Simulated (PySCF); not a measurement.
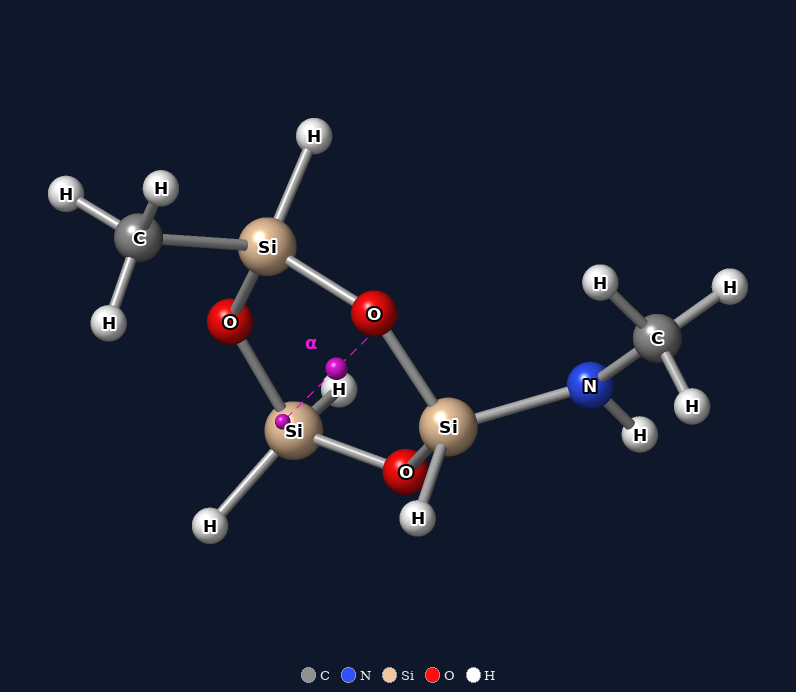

The small points mark where nucleus-independent chemical shifts (NICS) were computed: at the centre of each lettered ring and 1 Å above and below it. The geometry was computed by an optimisation with GFN2-xTB. No frequency run is at hand to confirm it as a minimum. Method: GIAO PBE0/pcSseg-1 NMR shielding, non-relativistic, gas phase (PySCF 2.14.0).

Give NICS(0), NICS(1) and the out-of-plane component NICS(1)zz for each ring (means of the two sides).

| ring | members | NICS(0) | NICS(1) | NICS(1)zz |
| --- | --- | --- | --- | --- |
| α | Si3O3 | −2.4 | −0.3 | 3.4 |

Values in ppm.

What do the values say about the ring currents?

Answer. Ring α: weak, as in a non-aromatic ring. NICS is one index among several.

The geometry is semi-empirical. Around Si such bond lengths and angles can be off by a tenth of an ångström or more and by several degrees, and values that hang on the shape move with them.
